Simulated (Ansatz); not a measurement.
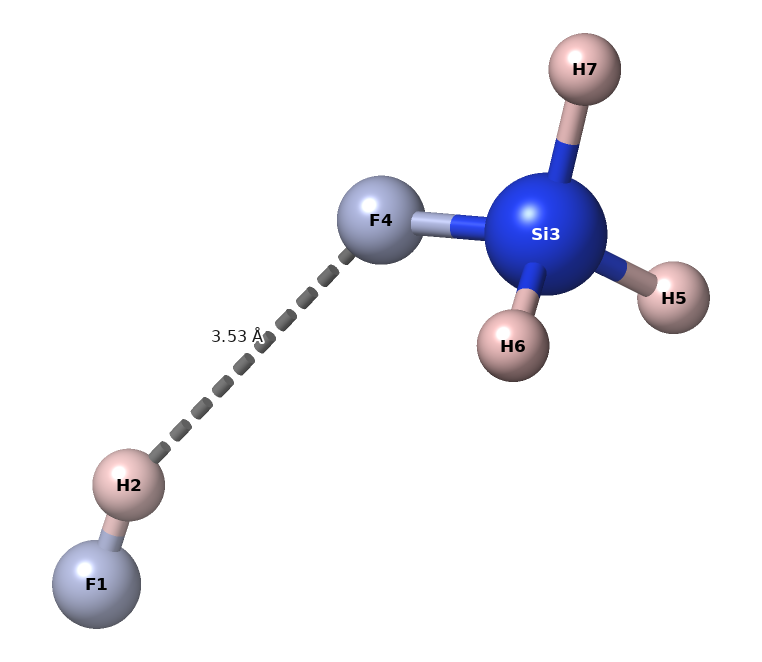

Two molecules or ions; the broken line marks their closest contact (measured against van der Waals radii). Geometry: a pair of rigid molecules at a changed separation. Program: Ansatz 0.2.0.

### Which two species are they?

HF and FH3Si (`F.F[SiH3]`).

Give the counterpoise-corrected interaction energy (kcal/mol, monomers kept as in the pair) with RHF-CCSD(T) (frozen core)/def2-TZVPPD; B3LYP-D4/def2-TZVPPD; ωB97M-V/def2-TZVPPD; r2SCAN-D4/def2-TZVPPD; PBE-D4/def2-TZVPPD.

```json
{"level": "RHF-CCSD(T) (frozen core)/def2-TZVPPD", "interaction energy (kcal/mol)": "−1.0"}
{"level": "B3LYP-D4/def2-TZVPPD", "interaction energy (kcal/mol)": "−1.0"}
{"level": "ωB97M-V/def2-TZVPPD", "interaction energy (kcal/mol)": "−1.0"}
{"level": "r2SCAN-D4/def2-TZVPPD", "interaction energy (kcal/mol)": "−1.0"}
{"level": "PBE-D4/def2-TZVPPD", "interaction energy (kcal/mol)": "−1.0"}
```
